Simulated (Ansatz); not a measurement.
# Cl₂GaH₄N (built from SMILES N.[Cl][GaH][Cl]): search for a transition state, part 2 of 2

Ansatz 0.2.0, Gaussian basis; PBE0-D4. The steps go on from the part before.

### Step 6. Vibrations at the point found

Contents of vib/in.yaml:

```yaml
crystal:
  periodic: [false, false, false]
  atoms:
    - {symbol: Ga, position_ang: [-0.143434, -0.839782, -0.075840]}
    - {symbol: H, position_ang: [-1.614054, 0.252001, 0.151112]}
    - {symbol: Cl, position_ang: [-0.221407, -1.686229, -2.034100]}
    - {symbol: Cl, position_ang: [0.064533, -2.068459, 1.657492]}
    - {symbol: H, position_ang: [-0.835265, 0.858612, 0.153591]}
    - {symbol: N, position_ang: [0.593278, 0.946368, 0.052031]}
    - {symbol: H, position_ang: [1.014604, 1.353850, -0.773662]}
    - {symbol: H, position_ang: [1.141846, 1.183738, 0.869377]}
basis:
  gaussian: {orbitals: def2-TZVP}
hamiltonian: {xc: pbe0, dispersion: d4}
phonons: {temperatures: {t_min: 298.15, t_max: 900, t_step: 200}}
```

Launch:

```bash
$ ansatz run in.yaml --threads 4 --pin off --events-out ev --progress --plain --max-ram 9574MiB
```

Standard output, cut to the lines that bear on the results:

```text
Functional definition: PBE0
  name "PBE0"
  cite "Adamo & Barone, J. Chem. Phys. 110, 6158 (1999) doi:10.1063/1.478522"
  cite "Perdew, Burke & Ernzerhof, Phys. Rev. Lett. 77, 3865 (1996) doi:10.1103/PhysRevLett.77.3865"
  parent pbe
[...]
1280 factors; their error is unknown
[...]
mean field -78965.24354257 eV, -2901.9191756251 hartree, gradient 1.7e-5 eV, S^2 0.000000; 0 other end points of the search recorded, 0 dependent functions left out
[...]
reference -78965.24357220 eV, -2901.9191767137 hartree; 38, 38 occupied and 139, 139 virtual orbitals, 1280 factors
[... from here to the last solve, the lines of the solves are left out (47 solves) ...]
1280 factors; their error is unknown
[...]
mean field -78965.24343673 eV, -2901.9191717353 hartree, gradient 1.4e-6 eV, S^2 0.000000; 0 other end points of the search recorded, 0 dependent functions left out
[...]
WARN: phonons: modes at or below zero, which the zero-point energy, F, S and C_V leave out: 1, the lowest at -1337.17 cm⁻¹. A minimum has none, and a first-order saddle one
[...]
Total energy: -78965.41988637 eV, -2901.9256561400 hartree
Atom 0 at    -0.143434    -0.839782    -0.075840 Å, force     0.001160     0.003862     0.000318 eV/Å
Atom 1 at    -1.614054     0.252001     0.151112 Å, force     0.000964     0.001954     0.000124 eV/Å
Atom 2 at    -0.221407    -1.686229    -2.034100 Å, force     0.000037     0.000011    -0.000891 eV/Å
Atom 3 at     0.064533    -2.068459     1.657492 Å, force     0.000170    -0.000164     0.000851 eV/Å
Atom 4 at    -0.835265     0.858612     0.153591 Å, force    -0.001792    -0.001934    -0.000061 eV/Å
Atom 5 at     0.593278     0.946368     0.052031 Å, force     0.002957    -0.003717    -0.000616 eV/Å
Atom 6 at     1.014604     1.353850    -0.773662 Å, force    -0.001718    -0.000053     0.000598 eV/Å
Atom 7 at     1.141846     1.183738     0.869377 Å, force    -0.001778     0.000041    -0.000324 eV/Å
Dipole moment:     0.248556     0.668916     0.050009 e Å
Vibrations: -1337.17 118.87 121.65 177.41 252.67 391.90 446.70 483.82 589.61 706.02 768.28 880.57 1398.30 1522.20 1744.88 1846.95 3533.39 3641.35 cm⁻¹, zero-point energy 1.154577 eV
```

It took 4.7 min on 4 threads of AMD EPYC, shared host; peak memory 0.52 GiB.

Wavenumbers and character of the modes:

```tsv
mode	wavenumber (cm⁻¹)	character
1	1337i	changes H2–H5, Ga1–H2, H5–N6
2	119	bend
3	122	bend
4	177	torsion with bend
5	253	torsion
6	392	Ga–Cl stretch
7	447	Ga–Cl stretch
8	484	torsion with bend
9	590	Ga–N stretch
10	706	torsion
11	768	bend
12	881	Ga–H stretch with bend
13	1398	bend
14	1522	bend
15	1745	Ga–H stretch
16	1847	bend with Ga–H stretch
17	3533	N–H stretch
18	3641	N–H stretch
```

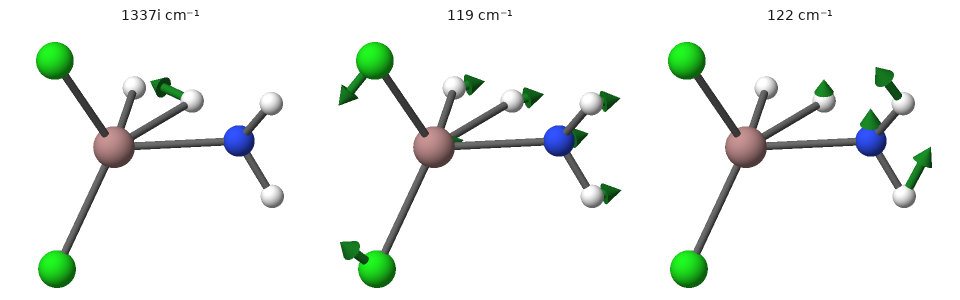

How the atoms move in 3 of the modes.

Vibrational sums (real modes only):

```tsv
T (K)	entropy (J/mol/K)	heat capacity (J/mol/K)
298	58.4	62.6
498	96.1	84.6
698	127.0	98.4
898	153.0	107.8
```

### Step 7. Relaxing after a step of 0.30 Å one way along the mode

Contents of downa/in.yaml:

```yaml
crystal:
  periodic: [false, false, false]
  atoms:
    - {symbol: Ga, position_ang: [0.017757, -0.810749, -0.085330]}
    - {symbol: H, position_ang: [-1.638947, 0.354125, 0.163619]}
    - {symbol: Cl, position_ang: [-0.242006, -1.681039, -2.022055]}
    - {symbol: Cl, position_ang: [0.042401, -2.061251, 1.650044]}
    - {symbol: H, position_ang: [-1.113245, 0.746231, 0.163490]}
    - {symbol: N, position_ang: [0.687400, 0.919042, 0.041914]}
    - {symbol: H, position_ang: [1.059223, 1.352609, -0.783948]}
    - {symbol: H, position_ang: [1.187516, 1.181133, 0.872266]}
basis:
  gaussian: {orbitals: def2-TZVP}
hamiltonian: {xc: pbe0, dispersion: d4}
relax: {f_tol: 0.005, max_steps: 200}
```

Launch:

```bash
$ ansatz run in.yaml --threads 4 --pin off --events-out ev --progress --plain --max-ram 9574MiB
```

Standard output, cut to the lines that bear on the results:

```text
[... 5 set-up lines as earlier in the session ...]
[...]
1280 factors; their error is unknown
[...]
mean field -78965.24383055 eV, -2901.9191862080 hartree, gradient 3.4e-5 eV, S^2 0.000000; 0 other end points of the search recorded, 0 dependent functions left out
[...]
reference -78965.24386079 eV, -2901.9191873193 hartree; 38, 38 occupied and 139, 139 virtual orbitals, 1280 factors
relax step   1: F+E_penalty+E_count = -78965.42006130 eV  Δ(F+E_penalty+E_count) = +0.000e0 eV  max|allowed force component| = 5.177e0 eV/Å  Δτ_max = 0.0000 Å  (27 SCF iters, accepted)
[...]
reference -78966.13433726 eV, -2901.9519117258 hartree; 38, 38 occupied and 139, 139 virtual orbitals, 1280 factors
Total energy: -78966.30360935 eV, -2901.9581323607 hartree
Atom 0 at     0.381206    -0.771232    -0.109381 Å, force    -0.000156    -0.001370    -0.000132 eV/Å
Atom 1 at    -2.397625     0.136499     0.199844 Å, force     0.000203    -0.000049    -0.000021 eV/Å
Atom 2 at    -0.221229    -1.562873    -1.987927 Å, force    -0.000201     0.000863     0.000719 eV/Å
Atom 3 at     0.059613    -1.938291     1.637934 Å, force    -0.000295     0.000986    -0.000487 eV/Å
Atom 4 at    -1.998741     0.768960     0.234431 Å, force    -0.000461    -0.000860    -0.000053 eV/Å
Atom 5 at     1.135116     0.855763     0.000683 Å, force     0.000379     0.000416     0.000023 eV/Å
Atom 6 at     1.456488     1.341716    -0.819145 Å, force     0.000283    -0.000014     0.000181 eV/Å
Atom 7 at     1.585271     1.169559     0.843560 Å, force     0.000249     0.000027    -0.000229 eV/Å
Dipole moment:     0.266484     0.463849     0.027386 e Å
```

Wall time 99 s (4 threads of AMD EPYC, shared host); peak memory 0.53 GiB.

Relaxation path: (the energy doesn't fall at every step)

```tsv
step	energy from step 1 (eV)	largest force component (eV/Å)
1	0.0000	5.1767
2	-0.5790	0.8455
3	-0.7746	0.6340
4	-0.8476	0.4035
5	-0.8726	0.0911
6	-0.8756	0.2541
7	-0.8813	0.1643
8	-0.8830	0.0954
9	-0.8776	0.2107
10	-0.8835	0.0064
11	-0.8835	0.0014
```

Distances of close pairs at the start and the end, largest changes first:

```tsv
bond	before (Å)	after (Å)	change (Å)
Ga1–H5	1.940	2.856	+0.915
H2–H5	0.656	0.749	+0.093
Ga1–N6	1.859	1.797	-0.063
Ga1–Cl4	2.139	2.126	-0.013
Ga1–Cl3	2.139	2.126	-0.013
N6–H7	1.004	1.006	+0.002
N6–H8	1.004	1.006	+0.002
```

### Step 8. Relaxing after a step of 0.30 Å the other way along the mode

Contents of downb/in.yaml:

```yaml
crystal:
  periodic: [false, false, false]
  atoms:
    - {symbol: Ga, position_ang: [-0.304624, -0.868814, -0.066350]}
    - {symbol: H, position_ang: [-1.589161, 0.149877, 0.138605]}
    - {symbol: Cl, position_ang: [-0.200809, -1.691419, -2.046146]}
    - {symbol: Cl, position_ang: [0.086664, -2.075667, 1.664939]}
    - {symbol: H, position_ang: [-0.557286, 0.970994, 0.143691]}
    - {symbol: N, position_ang: [0.499157, 0.973695, 0.062147]}
    - {symbol: H, position_ang: [0.969984, 1.355092, -0.763376]}
    - {symbol: H, position_ang: [1.096176, 1.186343, 0.866489]}
basis:
  gaussian: {orbitals: def2-TZVP}
hamiltonian: {xc: pbe0, dispersion: d4}
relax: {f_tol: 0.005, max_steps: 200}
```

Launch:

```bash
$ ansatz run in.yaml --threads 4 --pin off --events-out ev --progress --plain --max-ram 9574MiB
```

Standard output, cut to the lines that bear on the results:

```text
[... 5 set-up lines as earlier in the session ...]
[...]
1280 factors; their error is unknown
[...]
mean field -78965.87569490 eV, -2901.9424067947 hartree, gradient 5.6e-5 eV, S^2 0.000000; 0 other end points of the search recorded, 0 dependent functions left out
[...]
reference -78965.87572439 eV, -2901.9424078783 hartree; 38, 38 occupied and 139, 139 virtual orbitals, 1280 factors
relax step   1: F+E_penalty+E_count = -78966.04886421 eV  Δ(F+E_penalty+E_count) = +0.000e0 eV  max|allowed force component| = 2.112e0 eV/Å  Δτ_max = 0.0000 Å  (28 SCF iters, accepted)
[...]
reference -78967.23019234 eV, -2901.9921836576 hartree; 38, 38 occupied and 139, 139 virtual orbitals, 1280 factors
Total energy: -78967.40833794 eV, -2901.9987303875 hartree
Atom 0 at    -0.667971    -0.830353    -0.034239 Å, force     0.000823    -0.002469    -0.000325 eV/Å
Atom 1 at    -2.168520    -0.451143     0.121217 Å, force     0.000105     0.002158     0.000211 eV/Å
Atom 2 at     0.054628    -1.472607    -1.988694 Å, force     0.000433     0.001232    -0.000269 eV/Å
Atom 3 at     0.333685    -1.845692     1.615096 Å, force     0.000495     0.001158     0.000448 eV/Å
Atom 4 at    -0.089961     1.788913     0.192272 Å, force    -0.001265    -0.001134    -0.000017 eV/Å
Atom 5 at     0.452255     0.941863     0.062484 Å, force     0.001918     0.002755     0.000138 eV/Å
Atom 6 at     0.979567     1.019316    -0.802208 Å, force    -0.001226    -0.001898     0.000325 eV/Å
Atom 7 at     1.106419     0.849804     0.834069 Å, force    -0.001285    -0.001801    -0.000511 eV/Å
Dipole moment:     0.206329     1.250618     0.113494 e Å
```

It took 84 s on 4 threads of AMD EPYC, shared host; peak memory 0.52 GiB.

Step by step:

```tsv
step	energy from step 1 (eV)	largest force component (eV/Å)
1	0.0000	2.1118
2	-0.5450	1.7609
3	-0.8751	2.2143
4	-1.0895	1.9918
5	-1.2722	0.2328
6	-1.3403	0.3022
7	-1.3566	0.2075
8	-1.3591	0.0334
9	-1.3594	0.0141
10	-1.3594	0.0028
```

Close pairs (by a distance rule), those that changed most:

```tsv
bond	before (Å)	after (Å)	change (Å)
Ga1–H5	1.869	2.692	+0.823
Ga1–H2	1.652	1.556	-0.097
Ga1–N6	2.014	2.099	+0.085
H5–N6	1.060	1.014	-0.046
Ga1–Cl4	2.146	2.180	+0.034
Ga1–Cl3	2.146	2.180	+0.034
N6–H7	1.024	1.016	-0.008
N6–H8	1.024	1.016	-0.008
```

### Step 9. What the saddle joins

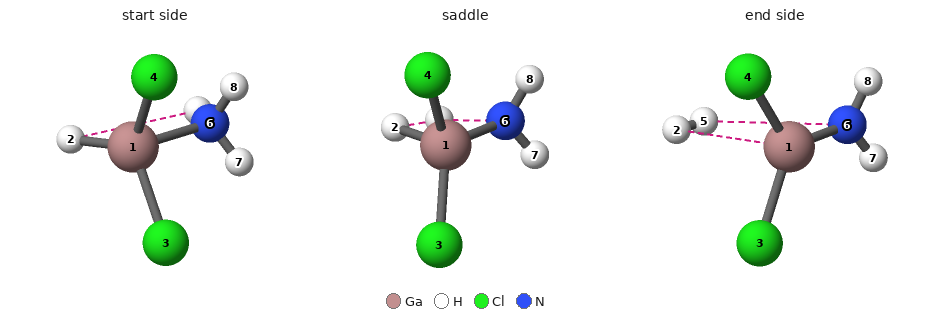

The minimum on the start side, the saddle and the minimum on the end side; broken lines mark the pairs that change.

```tsv
pair	start side (Å)	saddle (Å)	end side (Å)
Ga1–N6	2.099	1.936	1.797
H2–H5	3.057	0.987	0.749
Ga1–H2	1.556	1.846	2.940
H5–N6	1.014	1.435	3.144
```

### Step 10. What came out

The summary covers parts 1 to 2.

| quantity | value |
| --- | --- |
| imaginary mode | 1337i cm⁻¹ |
| barrier from the start side | 191.9 kJ/mol |
| barrier from the end side | 85.3 kJ/mol |
| energy of the step | +106.6 kJ/mol |
| pairs that change | Ga1–N6 tightened, H2–H5 formed, Ga1–H2 broken, H5–N6 broken |
| zero-point energy at the saddle | 1.155 eV |

**Reading.** One imaginary mode, 1337i cm⁻¹, makes this a first-order saddle. It joins the planned start and end. At PBE0-D4/def2-TZVP the electronic barrier is 191.9 kJ/mol, about 77 kT at 298 K, and the step runs 106.6 kJ/mol uphill. With so stiff a mode tunnelling counts: Wigner's rough correction is a factor of 2.7 at 298 K. The ends are the nearest minima, not always the lowest complexes.
